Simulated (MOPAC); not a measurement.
# Frequency calculation, with input and output: CH$_{5}$FNOTa (part 2 of 3)

Continued. System: CH$_{5}$FNOTa, SMILES [CH3][Ta]([NH2])(=[O])[F]. Method: PM6-DH2, closed shell, dispersion DH2 (MOPAC 23.2.5). The geometry was optimised with PM6-DH2.

Geometry of the input (Å):
```
C  -0.9550  -0.0777  1.1454
Ta 0.1614  0.6578  -0.5097
N  1.2900  -0.8775  -0.8772
O  1.1935  1.6580  0.3140
F  -0.8949  1.5990  -1.7887
H  -1.5090  0.8047  1.4747
H  -0.2231  -0.4287  1.8690
H  -1.5930  -0.8628  0.7476
H  2.2272  -1.0771  -0.5626
H  1.0415  -1.5553  -1.5894
```

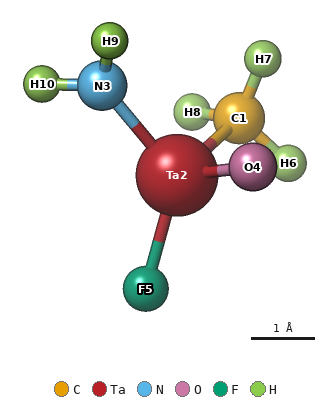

**Figure 1.** The input geometry (ball-and-stick view, seen at a tilt; atoms are numbered from 1 in the order of the input). Sticks mark near contacts.

## Output, continued
```
   x  C    1    0.0726    0.0794    0.0535    0.0081   -0.0318    0.0075    0.0612   -0.0790
   y  C    1   -0.0182   -0.0024    0.0486   -0.0205    0.0328    0.0336   -0.0014   -0.0014
   z  C    1    0.0172    0.0002   -0.0209   -0.0535    0.0256   -0.0273    0.0012   -0.0029
   x Ta    2   -0.0064   -0.0093   -0.0044   -0.0004   -0.0014    0.0080    0.0040    0.0004
   y Ta    2   -0.0016   -0.0006    0.0026   -0.0024   -0.0119   -0.0214   -0.0068    0.0000
   z Ta    2   -0.0013    0.0020   -0.0005    0.0001   -0.0056    0.0159   -0.0426   -0.0002
   x  N    3    0.0288    0.0284   -0.0085    0.0142    0.0265    0.0047   -0.0205    0.0002
   y  N    3    0.0152    0.0014   -0.0264    0.0500    0.1324    0.0393   -0.0575   -0.0005
   z  N    3    0.0500   -0.0542    0.0198    0.0105    0.0048   -0.0288    0.0103    0.0001
   x  O    4   -0.0003    0.0121   -0.0058   -0.0269    0.0085   -0.0082   -0.0766   -0.0011
   y  O    4   -0.0222    0.0209   -0.0164   -0.0010    0.0043    0.0184    0.1207    0.0005
   z  O    4   -0.0047   -0.0030   -0.0045    0.0042    0.0130    0.0067    0.4788    0.0022
   x  F    5   -0.0084    0.0076    0.0156    0.0104    0.0150   -0.0758   -0.0079    0.0008
   y  F    5    0.0236   -0.0169   -0.0124   -0.0102   -0.0207    0.1360    0.0103   -0.0012
   z  F    5   -0.0189    0.0125    0.0085    0.0148    0.0261   -0.1261   -0.0045    0.0012
   x  H    6   -0.0355    0.0474    0.3309   -0.1664    0.1626    0.1586    0.0529    0.3016
   y  H    6    0.0141   -0.0007   -0.0434    0.0187   -0.0202   -0.0165    0.0016   -0.0813
   z  H    6   -0.0180    0.0073   -0.0082    0.0412   -0.0209    0.0059    0.0277   -0.0034
   x  H    7    0.2669    0.1028   -0.2207   -0.1616   -0.0341   -0.1981    0.0767    0.2741
   y  H    7    0.0318    0.0082   -0.0452    0.0154   -0.0213   -0.0258    0.0233    0.0665
   z  H    7   -0.0372   -0.0089    0.0252    0.0472   -0.0128    0.0224    0.0191   -0.0643
   x  H    8    0.0140    0.1017    0.0415    0.3292   -0.2294    0.0720    0.0064    0.2942
   y  H    8    0.0295    0.0140   -0.0629    0.0353   -0.0360   -0.0167   -0.0077    0.0411
   z  H    8   -0.0191    0.0080    0.0232    0.0472   -0.0230    0.0157   -0.0203    0.0834
   x  H    9   -0.1038   -0.2086   -0.0023    0.0524   -0.0472   -0.0282    0.0062   -0.0014
   y  H    9   -0.1158    0.2560   -0.0911    0.0201    0.1491    0.1418   -0.0786    0.0012
   z  H    9   -0.0949    0.1141   -0.0365   -0.0036    0.0094    0.0575   -0.0074    0.0003
   x  H   10   -0.1016   -0.0517   -0.0865   -0.0532   -0.0059   -0.0399    0.0641   -0.0019
   y  H   10    0.2388   -0.1750    0.0623    0.0923    0.1488   -0.0415   -0.0046    0.0027
   z  H   10   -0.0716    0.0805   -0.0197   -0.0056   -0.0093    0.0319   -0.0410   -0.0008

   Root No.      17        18        19        20        21        22        23        24

                17 A      18 A      19 A      20 A      21 A      22 A      23 A      24 A

                1248.7    1252.7    1552.1    2709.1    2719.4    2753.2    2811.3    2849.8

   x  C    1    0.0007    0.0026    0.0004    0.0000    0.0001    0.0146    0.0001   -0.0008
   y  C    1    0.0109   -0.0478   -0.0001   -0.0525    0.0124   -0.0055    0.0000   -0.0001
   z  C    1   -0.0476   -0.0102    0.0000   -0.0122   -0.0545   -0.0003   -0.0001   -0.0000
   x Ta    2    0.0000   -0.0001   -0.0002   -0.0001    0.0000    0.0004   -0.0000    0.0001
   y Ta    2    0.0000    0.0001    0.0003   -0.0001    0.0000   -0.0000   -0.0001    0.0003
   z Ta    2    0.0002    0.0001    0.0002   -0.0000   -0.0001   -0.0001   -0.0001    0.0000
   x  N    3   -0.0001    0.0008   -0.0153   -0.0000   -0.0000    0.0003   -0.0015    0.0098
   y  N    3    0.0003   -0.0012   -0.0542    0.0000    0.0000    0.0000    0.0002    0.0321
   z  N    3    0.0003   -0.0001   -0.0024    0.0000    0.0002    0.0001   -0.0516   -0.0038
   x  O    4    0.0001    0.0003    0.0009   -0.0000   -0.0000   -0.0001   -0.0000    0.0000
   y  O    4   -0.0009   -0.0004   -0.0011    0.0000   -0.0000    0.0003    0.0000   -0.0002
   z  O    4   -0.0028   -0.0021   -0.0039   -0.0001    0.0000    0.0010    0.0000   -0.0003
   x  F    5   -0.0000    0.0000    0.0006    0.0000   -0.0000   -0.0000    0.0000    0.0000
   y  F    5    0.0004   -0.0001   -0.0001   -0.0001   -0.0000    0.0003    0.0000   -0.0001
   z  F    5   -0.0004    0.0004    0.0006    0.0001   -0.0000   -0.0002   -0.0000    0.0001
   x  H    6   -0.0110    0.1247    0.0006    0.1430   -0.0145   -0.0549   -0.0002    0.0019
   y  H    6   -0.0540   -0.0564    0.0005    0.5154   -0.0484   -0.2574   -0.0012    0.0090
   z  H    6    0.4417    0.0288    0.0005    0.0658   -0.0353   -0.0342   -0.0002    0.0011
   x  H    7    0.0959   -0.0648   -0.0016   -0.0521    0.1441   -0.0953    0.0003    0.0022
   y  H    7    0.1832    0.3096    0.0003    0.0706   -0.2693    0.2039   -0.0000   -0.0046
   z  H    7    0.0775    0.2704    0.0008   -0.1359    0.3360   -0.2737    0.0001    0.0060
   x  H    8   -0.0939   -0.0865   -0.0026   -0.0759   -0.1321   -0.0911   -0.0010    0.0020
   y  H    8   -0.2573    0.3288   -0.0003    0.0622    0.1644    0.1207    0.0009   -0.0026
   z  H    8    0.0533   -0.1709   -0.0005    0.2197    0.3693    0.3110    0.0024   -0.0065
   x  H    9   -0.0003   -0.0050    0.1099    0.0002    0.0006   -0.0018   -0.0754   -0.0815
   y  H    9   -0.0009    0.0001    0.3369    0.0012    0.0008   -0.0047   -0.2715   -0.3064
   z  H    9   -0.0007   -0.0003    0.2980   -0.0021   -0.0007    0.0064    0.3035    0.4184
   x  H   10    0.0008   -0.0054    0.1103    0.0003   -0.0004   -0.0022    0.0995   -0.0669
   y  H   10    0.0001   -0.0006    0.3800    0.0005   -0.0009   -0.0040    0.2816   -0.1872
   z  H   10   -0.0000    0.0009   -0.2526    0.0019   -0.0011   -0.0073    0.4374   -0.3647

           MASS-WEIGHTED COORDINATE ANALYSIS (NORMAL COORDINATES)

   Root No.       1         2         3         4         5         6         7         8

                 1 A       2 A       3 A       4 A       5 A       6 A       7 A       8 A

                  80.3      99.2     118.5     184.1     241.2     248.2     390.4     470.8

   x  C    1    0.0393   -0.1054    0.0375   -0.0342   -0.0145   -0.0278   -0.0146    0.3959
   y  C    1   -0.0894    0.2054    0.0617   -0.5086    0.1299    0.0367    0.0142   -0.0256
   z  C    1    0.0975   -0.2083    0.2406    0.1038    0.3664    0.1146    0.0006    0.0290
   x Ta    2    0.1059   -0.2753    0.0985   -0.1738   -0.1462   -0.1057   -0.0688   -0.1126
   y Ta    2    0.0677   -0.1390   -0.1762    0.1719    0.0268   -0.1821    0.0040   -0.0779
   z Ta    2   -0.0166    0.0163   -0.3148   -0.0596   -0.1468    0.0800   -0.0479    0.0251
   x  N    3   -0.0862    0.2406   -0.0372    0.6020   -0.1201    0.1040   -0.0315   -0.3097
   y  N    3    0.0406   -0.1171   -0.0993   -0.0386    0.0520   -0.1009    0.0242    0.2641
   z  N    3    0.0182    0.1734    0.3510    0.0398    0.0419   -0.3079    0.1782   -0.0595
   x  O    4   -0.0185    0.1116   -0.1094    0.0711    0.6357    0.2855    0.2434   -0.0187
   y  O    4    0.0451    0.0438    0.1938   -0.0288   -0.2657    0.6669   -0.0738    0.0778
   z  O    4   -0.0210    0.0223   -0.1954    0.0302    0.1446   -0.1124    0.0213   -0.0739
   x  F    5   -0.2528    0.5993   -0.1921   -0.1007   -0.0093    0.0095   -0.0202   -0.0115
   y  F    5   -0.1913    0.2979    0.4017    0.0856   -0.0334    0.0021    0.0349    0.0127
   z  F    5   -0.0501   -0.0447    0.5226   -0.0106   -0.1607    0.1038   -0.0109    0.0289
   x  H    6    0.0765   -0.0675   -0.0014    0.1703   -0.1107   -0.0252   -0.0091    0.1178
   y  H    6   -0.1156    0.0424    0.0171   -0.1946    0.0635    0.0121   -0.0033   -0.0158
   z  H    6    0.5609    0.1495    0.0877    0.0185    0.1407    0.0544    0.0629   -0.0088
   x  H    7   -0.0559    0.0375   -0.0389   -0.1597   -0.0996   -0.0713   -0.1633    0.2026
   y  H    7   -0.4625   -0.1041    0.0152   -0.1887    0.0802    0.0123   -0.0151    0.0097
   z  H    7   -0.2746   -0.2086    0.0870    0.0598    0.1773    0.0631    0.0552   -0.0301
   x  H    8    0.0116   -0.0637    0.0733   -0.0366    0.2017    0.0696    0.1533    0.0595
   y  H    8    0.4389    0.2801    0.0186   -0.2285    0.0500    0.0081    0.0154    0.0182
   z  H    8   -0.1556   -0.1604    0.0897    0.0531    0.1740    0.0621    0.0551   -0.0126
   x  H    9   -0.0342    0.1396   -0.0204    0.2565    0.1955    0.0324   -0.5097    0.5916
   y  H    9    0.0007    0.0001    0.0637    0.0003    0.0415   -0.2449   -0.0421   -0.0898
   z  H    9   -0.0070    0.0912    0.1662    0.0442    0.0897   -0.2684   -0.1165    0.0081
   x  H   10   -0.0599    0.0631   -0.0539    0.1263   -0.2229   -0.0595    0.7364    0.4497
   y  H   10    0.0395   -0.0967   -0.1122   -0.0496   -0.0331    0.2363   -0.0061   -0.1401
   z  H   10   -0.0052    0.0878    0.1577    0.0421    0.0854   -0.2331   -0.1188   -0.0025

   Root No.       9        10        11        12        13        14        15        16

                 9 A      10 A      11 A      12 A      13 A      14 A      15 A      16 A

                 495.6     520.0     530.9     586.9     634.5     661.2    1042.2    1079.6

   x  C    1    0.4319    0.4650    0.3415    0.0523   -0.1591    0.0250    0.1005   -0.4603
   y  C    1   -0.1081   -0.0141    0.3099   -0.1325    0.1637    0.1128   -0.0023   -0.0081
   z  C    1    0.1021    0.0013   -0.1335   -0.3460    0.1280   -0.0916    0.0021   -0.0170
   x Ta    2   -0.1468   -0.2110   -0.1084   -0.0089   -0.0273    0.1045    0.0253    0.0094
   y Ta    2   -0.0365   -0.0136    0.0638   -0.0596   -0.2301   -0.2787   -0.0436    0.0010
   z Ta    2   -0.0294    0.0456   -0.0134    0.0028   -0.1095    0.2076   -0.2715   -0.0050
   x  N    3    0.1850    0.1793   -0.0584    0.0994    0.1427    0.0171   -0.0364    0.0010
   y  N    3    0.0975    0.0091   -0.1819    0.3496    0.7145    0.1424   -0.1019   -0.0030
   z  N    3    0.3212   -0.3427    0.1362    0.0732    0.0258   -0.1043    0.0183    0.0009
   x  O    4   -0.0020    0.0817   -0.0425   -0.2009    0.0490   -0.0319   -0.1450   -0.0075
   y  O    4   -0.1524    0.1411   -0.1210   -0.0073    0.0249    0.0713    0.2286    0.0035
   z  O    4   -0.0322   -0.0200   -0.0335    0.0314    0.0748    0.0259    0.9068    0.0148
   x  F    5   -0.0631    0.0560    0.1253    0.0846    0.0944   -0.3199   -0.0163    0.0061
   y  F    5    0.1761   -0.1242   -0.0992   -0.0827   -0.1300    0.5734    0.0213   -0.0090
   z  F    5   -0.1413    0.0922    0.0680    0.1201    0.1642   -0.5317   -0.0092    0.0084
   x  H    6   -0.0612    0.0804    0.6117   -0.3119    0.2353    0.1541    0.0251    0.5089
   y  H    6    0.0243   -0.0011   -0.0802    0.0351   -0.0292   -0.0160    0.0007   -0.1372
   z  H    6   -0.0310    0.0124   -0.0152    0.0772   -0.0302    0.0057    0.0132   -0.0057
   x  H    7    0.4597    0.1743   -0.4079   -0.3029   -0.0493   -0.1924    0.0364    0.4625
   y  H    7    0.0547    0.0138   -0.0835    0.0288   -0.0308   -0.0251    0.0111    0.1123
   z  H    7   -0.0641   -0.0151    0.0466    0.0884   -0.0185    0.0218    0.0091   -0.1084
   x  H    8    0.0241    0.1724    0.0768    0.6171   -0.3319    0.0700    0.0030    0.4964
   y  H    8    0.0508    0.0237   -0.1162    0.0663   -0.0521   -0.0162   -0.0036    0.0694
   z  H    8   -0.0329    0.0136    0.0430    0.0886   -0.0333    0.0152   -0.0097    0.1408
   x  H    9   -0.1788   -0.3537   -0.0042    0.0982   -0.0684   -0.0274    0.0029   -0.0024
   y  H    9   -0.1995    0.4340   -0.1684    0.0377    0.2157    0.1378   -0.0373    0.0020
   z  H    9   -0.1635    0.1934   -0.0675   -0.0067    0.0137    0.0559   -0.0035    0.0006
   x  H   10   -0.1750   -0.0876   -0.1600   -0.0997   -0.0085   -0.0388    0.0305   -0.0032
   y  H   10    0.4113   -0.2967    0.1151    0.1731    0.2153   -0.0403   -0.0022    0.0046
   z  H   10   -0.1234    0.1364   -0.0365   -0.0105   -0.0134    0.0309   -0.0195   -0.0013

   Root No.      17        18        19        20        21        22        23        24

                17 A      18 A      19 A      20 A      21 A      22 A      23 A      24 A

                1248.7    1252.7    1552.1    2709.1    2719.4    2753.2    2811.3    2849.8

   x  C    1    0.0041    0.0148    0.0020    0.0001    0.0005    0.0895    0.0005   -0.0038
   y  C    1    0.0631   -0.2728   -0.0004   -0.2833    0.0653   -0.0336    0.0002   -0.0006
   z  C    1   -0.2766   -0.0582    0.0001   -0.0657   -0.2874   -0.0018   -0.0007   -0.0002
   x Ta    2    0.0001   -0.0013   -0.0036   -0.0017    0.0003    0.0090   -0.0004    0.0017
   y Ta    2    0.0003    0.0017    0.0060   -0.0028    0.0007   -0.0003   -0.0015    0.0055
   z Ta    2    0.0053    0.0025    0.0041   -0.0005   -0.0025   -0.0013   -0.0026    0.0003
   x  N    3   -0.0007    0.0051   -0.0826   -0.0001   -0.0001    0.0020   -0.0079    0.0534
   y  N    3    0.0016   -0.0073   -0.2918    0.0002    0.0002    0.0000    0.0012    0.1759
   z  N    3    0.0021   -0.0007   -0.0128    0.0000    0.0009    0.0003   -0.2752   -0.0210
   x  O    4    0.0005    0.0019    0.0050   -0.0002   -0.0003   -0.0004   -0.0000    0.0000
   y  O    4   -0.0060   -0.0028   -0.0066    0.0000   -0.0003    0.0018    0.0002   -0.0009
   z  O    4   -0.0186   -0.0136   -0.0225   -0.0006    0.0003    0.0068    0.0002   -0.0017
   x  F    5   -0.0003    0.0002    0.0037    0.0000   -0.0000   -0.0002    0.0000    0.0001
   y  F    5    0.0030   -0.0008   -0.0005   -0.0004   -0.0001    0.0021    0.0002   -0.0005
   z  F    5   -0.0029    0.0026    0.0036    0.0004   -0.0000   -0.0019   -0.0001    0.0005
   x  H    6   -0.0185    0.2060    0.0009    0.2236   -0.0222   -0.0972   -0.0003    0.0028
   y  H    6   -0.0908   -0.0932    0.0007    0.8058   -0.0740   -0.4559   -0.0016    0.0132
   z  H    6    0.7430    0.0477    0.0007    0.1028   -0.0539   -0.0605   -0.0003    0.0017
   x  H    7    0.1613   -0.1071   -0.0023   -0.0814    0.2203   -0.1688    0.0005    0.0032
   y  H    7    0.3082    0.5115    0.0005    0.1104   -0.4116    0.3611   -0.0000   -0.0067
   z  H    7    0.1304    0.4468    0.0012   -0.2125    0.5136   -0.4848    0.0001    0.0088
   x  H    8   -0.1579   -0.1430   -0.0038   -0.1186   -0.2019   -0.1614   -0.0014    0.0029
   y  H    8   -0.4329    0.5432   -0.0004    0.0973    0.2513    0.2139    0.0013   -0.0038
   z  H    8    0.0897   -0.2824   -0.0007    0.3435    0.5644    0.5509    0.0034   -0.0096
   x  H    9   -0.0004   -0.0082    0.1587    0.0003    0.0009   -0.0032   -0.1078   -0.1196
   y  H    9   -0.0016    0.0002    0.4866    0.0018    0.0012   -0.0084   -0.3882   -0.4497
   z  H    9   -0.0012   -0.0005    0.4305   -0.0034   -0.0010    0.0113    0.4339    0.6140
   x  H   10    0.0013   -0.0089    0.1593    0.0004   -0.0006   -0.0038    0.1422   -0.0983
   y  H   10    0.0002   -0.0010    0.5490    0.0008   -0.0014   -0.0071    0.4026   -0.2747
   z  H   10   -0.0000    0.0014   -0.3649    0.0029   -0.0017   -0.0129    0.6255   -0.5353

          DESCRIPTION OF VIBRATIONS

 VIBRATION          1    1A           ATOM PAIR      ENERGY CONTRIBUTION    RADIAL
 FREQUENCY            80.27         C  1 -- H  6         +34.7% (659.4%)      0.8%
 TRANSITION DIPOLE   0.0348         C  1 -- H  7         +33.2% (644.4%)      3.2%
 TRAVEL (Ang.)       0.0000         C  1 -- H  8         +29.4% (607.1%)      0.3%
 REDUCED MASS        0.5001         C  1 -- Ta 2          +1.9% (155.1%)     10.5%
 EFFECTIVE MASS     32.6996
 FORCE CONSTANT      0.0019

 VIBRATION          2    2A           ATOM PAIR      ENERGY CONTRIBUTION    RADIAL
 FREQUENCY            99.17         C  1 -- H  8         +24.8% (354.5%)     34.9%
 TRANSITION DIPOLE   0.2208         C  1 -- H  6         +20.7% (323.9%)      6.9%
 TRAVEL (Ang.)       0.3433         C  1 -- H  7         +17.9% (301.3%)     41.1%
 REDUCED MASS        5.7684         C  1 -- Ta 2         +15.4% (279.1%)     14.6%
 EFFECTIVE MASS    127.1385
 FORCE CONSTANT      0.0334
```
